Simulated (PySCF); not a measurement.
# C₂H₁₁ClSi₃ (SMILES [SiH3]C[SiH2]C[SiH2]Cl): what the fields show

```xyz
17

Si   -2.5942    0.2122    0.8356
C    -1.7367   -0.6975   -0.5965
Si   -0.0244   -0.0382   -1.0927
C     1.1930   -0.3113    0.3422
Si    2.8788    0.5199    0.1367
Cl    4.0177    0.1215    1.7604
H    -3.8942   -0.4112    1.1044
H    -1.7846    0.1355    2.0551
H    -2.7928    1.6170    0.4742
H    -1.6518   -1.7545   -0.3409
H    -2.3881   -0.6536   -1.4694
H     0.4680   -0.7537   -2.2796
H    -0.1042    1.3923   -1.4120
H     1.3380   -1.3842    0.4781
H     0.7309    0.0451    1.2638
H     3.5931    0.0007   -1.0273
H     2.7445    1.9722    0.0569
```

Geometry: GFN2-xTB.

Method: PySCF 2.14.0, B3LYP/def2-SVPD, SCF density, gas phase.

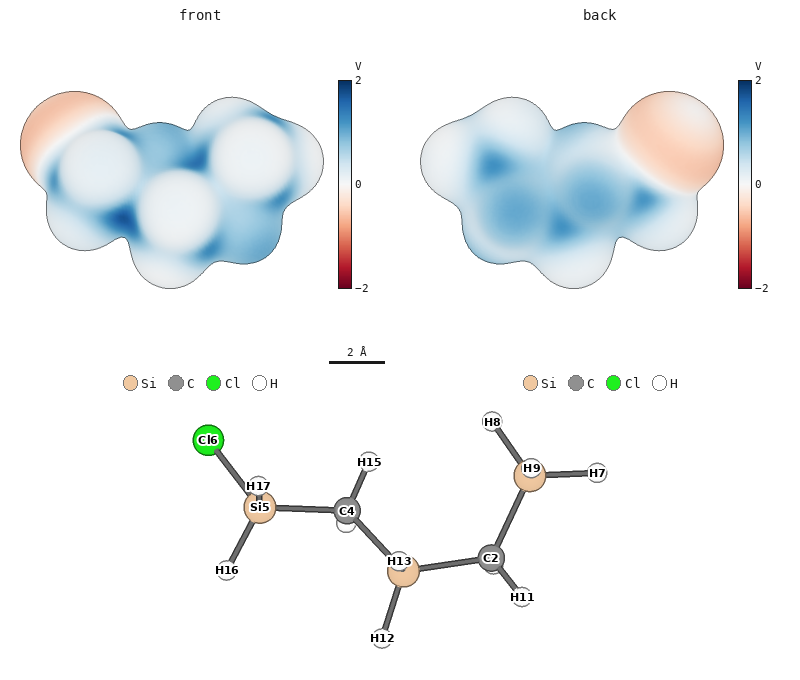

Figure 1. The electrostatic potential painted on the density surface at 0.002 e/bohr³, seen from the front and from behind; the colour scale runs from red (negative) to blue (positive). The bare structure is drawn below in the same view.

**Which sites attract a positive test charge, and which a negative one?**

A positive charge is drawn to the negative regions and a negative charge to the positive ones. The most negative region (about −0.6 V) lies over Cl6, the most positive (about +1.5 V) over Si1, Si3 and Si5.

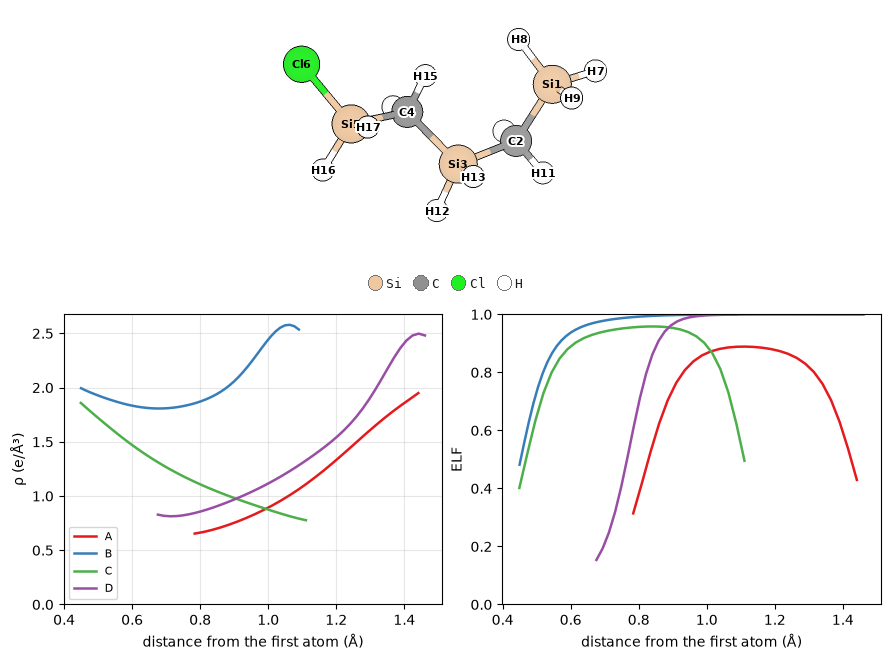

Figure 2. Total electron density and ELF along straight lines between neighbouring atoms. The curves leave out the atomic cores. The structure is drawn too.

**Which curve belongs to which contact (C–H, C–Si, Si–Cl and Si–H)? The first atom named is at distance zero.**

Curve A: Si–Cl (2.02 Å): ρ is about 0.91 e/Å³ halfway; the ELF peaks at about 0.90 between the atoms (a shared but strongly polarised pair). Curve B: C–H (1.09 Å): the density is about 1.9 e/Å³ at the midpoint; the ELF climbs to about 1 towards the hydrogen, as it does in any bond to H: a covalent bond by its length. Curve C: C–Si (1.89 Å): the density is about 0.93 e/Å³ at the midpoint; the ELF peaks at about 0.95 between the atoms, as expected for a shared electron pair. Curve D: Si–H (1.46 Å): ρ at the midpoint is about 0.82 e/Å³; the ELF climbs to about 1 towards the hydrogen.
